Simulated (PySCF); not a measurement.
# C$_{6}$H$_{7}$Al (SMILES [AlH2][C@]12C=C[C@H]1C=C2): what the fields show

```xyz
14

Al    2.0467   -0.1001   -0.9943
C     0.4723    0.1283    0.1934
C     0.0734   -0.9906    1.1476
C    -1.0658   -1.2637    0.5200
C    -0.9160   -0.1844   -0.5153
C    -1.3200    1.1883   -0.0486
C    -0.1752    1.4509    0.5731
H     3.4112    0.6102   -0.8206
H     1.9003   -1.0457   -2.2124
H     0.5487   -1.3527    2.0417
H    -1.8602   -1.9736    0.6634
H    -1.0544   -0.4429   -1.5632
H    -2.2455    1.7168   -0.1904
H     0.1839    2.2588    1.1834
```

Geometry: GFN2-xTB.

Theory: PBE0/pcSseg-1, SCF density, gas phase, non-relativistic (PySCF 2.14.0).

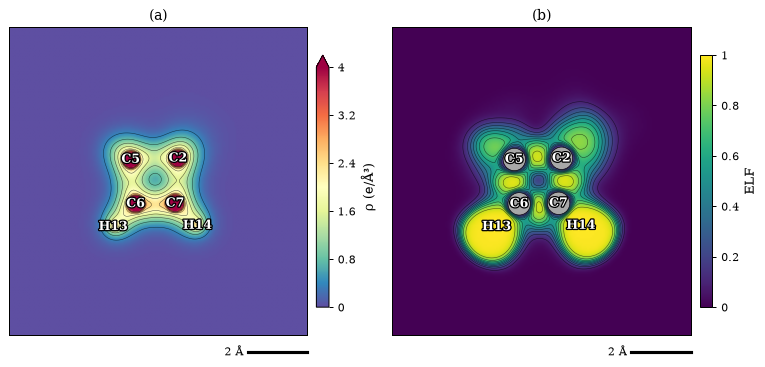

Figure 1. (a) electron density; (b) electron localisation function on the plane of atoms C5, C2 and C7. Grey discs cover the atomic cores in the ELF map.

Q: Read the bonding off the picture.

A: Atoms in the plane: C and H.
C–C (1.33 Å): ρ is about 2.3 e/Å³ halfway; the ELF peaks at about 0.90 between the atoms; a multiple bond.
C–H (1.07 Å): ρ is about 2 e/Å³ halfway; the ELF climbs to about 1 towards the hydrogen, as it does in any bond to H: a covalent bond by its length.
C–C (1.52 Å): ρ at the midpoint is about 1.6 e/Å³; the ELF peaks at about 0.95 between the atoms, as expected for localised, covalent bonding.

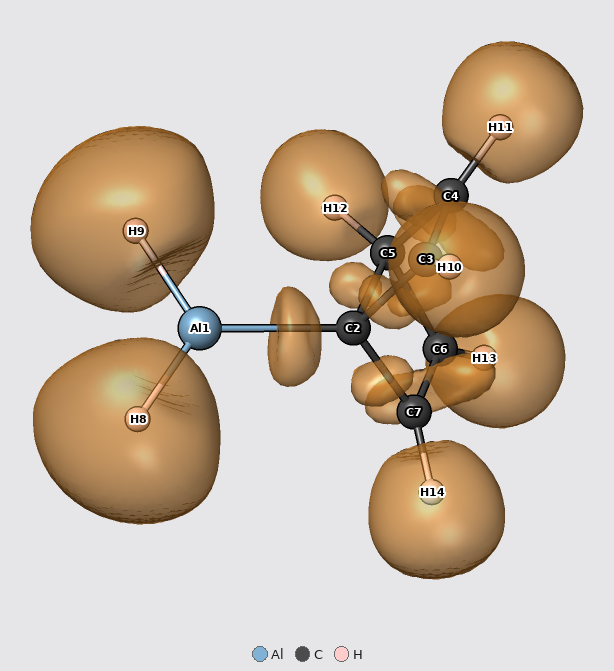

Figure 2. Isosurface of the electron localisation function at 0.85 (orange), seen at a tilt. Core shells and regions of very low density are left out.

Q: Where are the electrons localised?

A: The ELF exceeds this value in one region between bonded Al–C atoms (shared pairs), seven regions between bonded C–C atoms (shared pairs) and seven regions around hydrogen nuclei.


 C–Al (1.99 Å): the ELF peaks at about 0.95 between the atoms: a shared but strongly polarised pair.

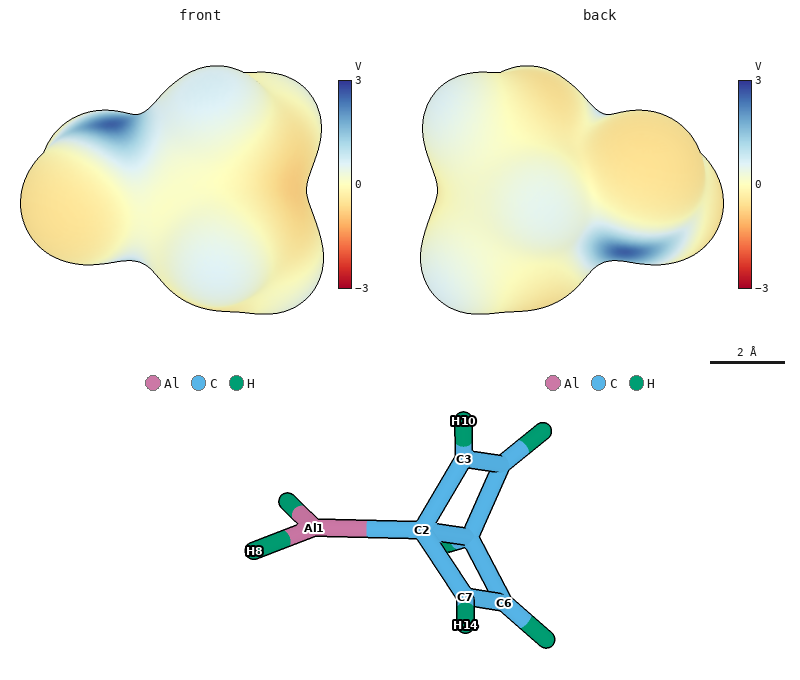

Figure 3. The molecular electrostatic potential painted on the density surface at 0.001 e/bohr³, seen from the front and from behind; red is negative and blue positive. The bare structure is drawn below in the same view.

Q: Where is the surface potential most negative and most positive?

A: The most negative region (about −0.7 V) lies over the π face of C3, C4, C6 and C7, the most positive (about +2.4 V) over Al1.

Q: How polar is the molecule by this calculation?

A: Its dipole moment is 0.58 D.
